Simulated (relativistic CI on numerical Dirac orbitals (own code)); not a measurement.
# Ru¹⁸⁺: E1 transition arrays

Where do the unresolved transition arrays of Ru¹⁸⁺ lie, how wide and how strong are they, and what do scaling and mixing change?

The numbers are computed with relativistic CI on numerical Dirac orbitals (own code) version 3 (Dirac-Coulomb-Breit CI, KLI orbitals optimised for each configuration, model QED (radiative potential, 1s self-energy scaled to tabulated hydrogen-like ionisation energies), valence Slater integrals scaled by 0.9, whole transition arrays), except any that are marked as measured or tabulated.

## 1. The system

| Quantity | Value |
| --- | --- |
| ion | Ru¹⁸⁺ (Ru XIX) |
| nuclear charge | 44 |
| electrons | 26 |
| isotope | A = 102 |
| configurations | [Ar] 3d8; [Ar] 3d7 4f; [Ne] 3s2 3p5 3d9; [Ar] 3d7 4p; [Ar] 3d7 5f |

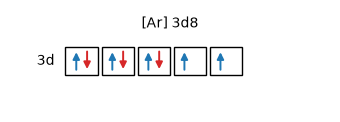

Occupation of the outer shells (arrows by Hund's rule).

## 2. Main run

Input settings:

```ini
atom Ru  Z=44  charge=18  electrons=26
nucleus A=102  rms_radius_fm=4.4809
hamiltonian dirac-coulomb  breit=on  qed=on  c_scale=1
orbitals kli  potential=per-configuration
slater_scale 0.9
correlation none
mixing on
configurations
  [Ar] 3d8
  [Ar] 3d7 4f
  [Ne] 3s2 3p5 3d9
  [Ar] 3d7 4p
  [Ar] 3d7 5f
end
arrays E1 from the first configuration
```

## 3. Without configuration mixing

Settings: those of step 2 with these lines changed.

```diff
@@ -6,3 +6,3 @@
 correlation none
-mixing on
+mixing off
 configurations
```

## 4. Slater integrals scaled by 1

Settings: those of step 3 with these lines changed.

```diff
@@ -4,5 +4,5 @@
 orbitals kli  potential=per-configuration
-slater_scale 0.9
+slater_scale 1
 correlation none
-mixing off
+mixing on
 configurations
```

## 5. Slater integrals scaled by 0.8

Settings: those of step 4 with these lines changed.

```diff
@@ -4,3 +4,3 @@
 orbitals kli  potential=per-configuration
-slater_scale 1
+slater_scale 0.8
 correlation none
```

(Steps that only read results are left out.)

Before running it: what results should come out? Wanted: strongest array, main run; lines in all.

As calculated:

The array to 3p6 3d7 4f, the strongest of the main run, in each run:

| run | time | mean (eV) | width (eV) | gf sum | strongest line (nm) | strongest array of the run |
| --- | --- | --- | --- | --- | --- | --- |
| main run | 0.49 s | 476.36 | 4.83 | 199.0 | 2.573 | 3p6 3d7 4f |
| without configuration mixing | 0.48 s | 476.91 | 4.93 | 214.4 | 2.571 | 3p6 3d7 4f |
| Slater integrals scaled by 1 | 0.48 s | 477.49 | 5.25 | 199.6 | 2.565 | 3p6 3d7 4f |
| Slater integrals scaled by 0.8 | 0.48 s | 475.23 | 4.42 | 198.4 | 2.581 | 3p6 3d7 4f |

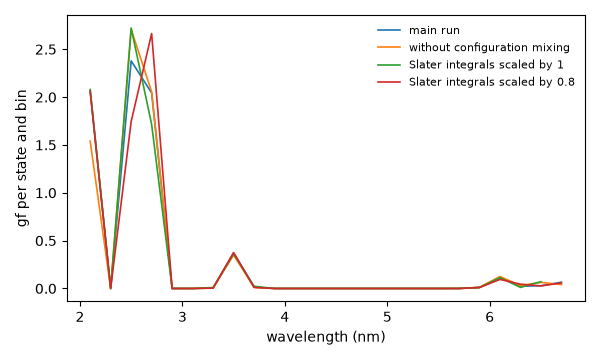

The binned spectra of all runs.

| quantity | value |
| --- | --- |
| strongest array, main run | to 3p6 3d7 4f, 721 lines |
| its mean and width | 476.4 ± 4.8 eV (2.60 nm) |
| its share of all gf | 61 % |
| lines in all | 1968 |

Most strength, 61 %, lies in the array to 3p6 3d7 4f near 2.60 nm. Configuration mixing moves its mean by -0.55 eV and changes its gf sum by -7 %. All levels of the first configuration count with their statistical weight; no plasma population is modelled.
